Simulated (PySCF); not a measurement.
**Ga₃O⁺: relaxation and vibrations of the singlet**

Aim: relax Ga₃O⁺ as a singlet from a trigonal planar start, check by its vibrations whether the end is a minimum, and collect its spectrum and constants.

The runs use PySCF 2.14.0; PBE0, basis O def2-SVP, Ga def2-SVP, no relativity, density fitting.

## (1) Where the work starts

4 atoms, charge 1, spin multiplicity 1.

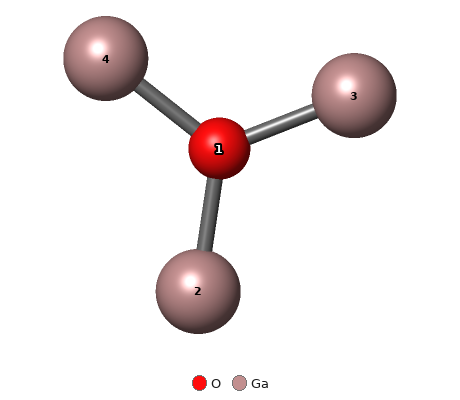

The starting geometry (oxygen red, gallium pink); atoms are numbered from 1 in the order of the file.

```xyz
4
charge 1 multiplicity 1
O     0.0000    0.0000    0.0000
Ga    1.8326    0.0000    0.0000
Ga   -0.9163    1.5871    0.0000
Ga   -0.9163   -1.5871    0.0000
```

## (2) Relaxation: trigonal planar start, singlet

The steps below are one call of a driver around PySCF. For each, scf.py gives the equivalent set-up of the SCF; relaxations use the driver's own optimiser. Before each start the driver seeks the lowest SCF state from one or more starting densities and follows internal instabilities, so scf.py alone need not reach the same state.

The program finds D3h symmetry in the start, which this walk keeps. Threshold on the gradient: 0.0003 Eh/bohr, with a further test on the energy change.

The input, scf.py:

```python
from pyscf import gto, scf, dft
mol = gto.M(atom='''
O      0.000000    -0.000000     0.000000
Ga     1.832613    -0.000011    -0.000000
Ga    -0.916297     1.587095    -0.000000
Ga    -0.916316    -1.587084     0.000000''',
    basis={'O': 'def2-SVP', 'Ga': 'def2-SVP'},
    charge=1, spin=0)
mf = dft.RKS(mol, xc='PBE0')
mf.grids.atom_grid = (50, 194)
aux = {'O': 'def2-universal-JKFIT', 'Ga': 'def2-universal-JKFIT'}
mf = mf.density_fit(auxbasis=aux)
mf.kernel()
```

After this run come: Vibrations and properties at this point.

What does the calculation give? Wanted: minimum; geometry; wavenumbers; dipole moment; highest occupied, lowest empty level; polar-tensor charge of O1; zero-point energy.

**Answer**, as computed:

| quantity | value |
| --- | --- |
| minimum | singlet, D3h |
| geometry | O–Ga 1.981 Å (×3); Ga–O–Ga 120.0° (×3) |
| wavenumbers (cm⁻¹) | 83 (e'), 178 (a2''), 229 (a1'), 455 (e') |
| dipole moment (centre of mass) | 0.00 D |
| highest occupied, lowest empty level | -11.65, -6.32 eV |
| polar-tensor charge of O1 | -1.39 e |
| zero-point energy | 8.9 kJ/mol |
| entropy at 298.15 K | 343.8 J/(mol K) |

In words: The trigonal planar start keeps its D3h symmetry and ends in a minimum. The strongest infrared band lies at 455 cm⁻¹ (e'). Only this shape and spin were tried, so other structures or states may lie lower. Take wavenumbers under 90 cm⁻¹ as rough.
